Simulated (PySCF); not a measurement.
SMILES F[S](F)F, doublet at its B3LYP/def2-SVP optimised geometry (Å):

```
4

F     -0.7302     1.6862     0.0000
S     -0.8041    -0.0001     0.0000
F     -0.7308    -1.6862     0.0023
F      0.8041    -0.0001     0.0000
```

Method: unrestricted B3LYP/def2-TZVP in PySCF.

Map of the spin density (e/bohr³) on the plane z = 0.6 Å:

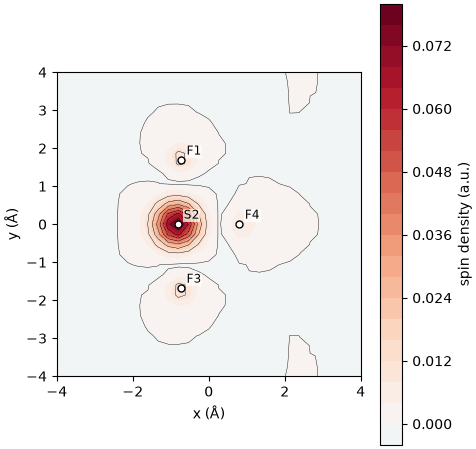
*Spin density (e/bohr³) on the plane z = 0.6 Å.*
